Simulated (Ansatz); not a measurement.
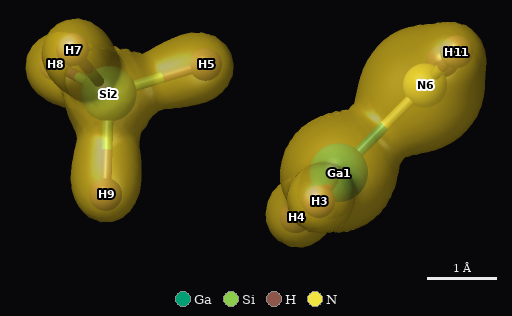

Figure 1: GaH$_{4}$N···SiH$_{4}$. Isosurface of the total electron density at 0.5 e/Å³ (yellow), seen across its widest extent.

The product side of a reaction path; geometry: PBE0-D4/def2-TZVP.

Method: RKS PBE0-D4/def2-TZVPP in Ansatz.

Input

```
crystal:
  periodic: [false, false, false]
  atoms:
    - {symbol: Ga, position_ang: [-0.516799, 0.593604, -1.245576]}
    - {symbol: Si, position_ang: [0.677397, -1.712661, 1.205356]}
    - {symbol: H, position_ang: [0.802059, 0.132021, -1.945402]}
    - {symbol: H, position_ang: [-1.797277, -0.278768, -1.041114]}
    - {symbol: H, position_ang: [0.378380, -0.275020, 0.936869]}
    - {symbol: N, position_ang: [-0.612486, 2.332456, -0.730465]}
    - {symbol: H, position_ang: [2.109745, -1.835260, 1.571610]}
    - {symbol: H, position_ang: [-0.178427, -2.170521, 2.327195]}
    - {symbol: H, position_ang: [0.390238, -2.503349, -0.015382]}
    - {symbol: H, position_ang: [-1.404562, 2.735669, -0.260429]}
    - {symbol: H, position_ang: [0.151731, 2.981829, -0.802662]}
basis:
  gaussian: {orbitals: def2-TZVPP}
hamiltonian: {xc: pbe0, dispersion: d4}
output: {orbitals: {seedname: orbitals}}
```

Run with:

```sh
ansatz run in.yaml --threads 4 --pin off --events-out ev --progress --plain --max-ram 9574MiB
```

What does this surface tell about the bonding?

At this value the surface falls into two separate pieces. It bridges the sampled Ga–N (1.82 Å), N–H (1.01 Å) and Si–H (1.48 Å) contacts, where the density stays above the isovalue. It is pinched off along the sampled Ga···H (2.51 Å) contacts. On the grid the lowest density along these lines, outside the cores, is 0.09 e/Å³ (Ga···H, 2.51 Å), 0.91 e/Å³ (Ga–N, 1.82 Å), 2.3 e/Å³ (N–H, 1.01 Å) and 0.81 e/Å³ (Si–H, 1.48 Å).
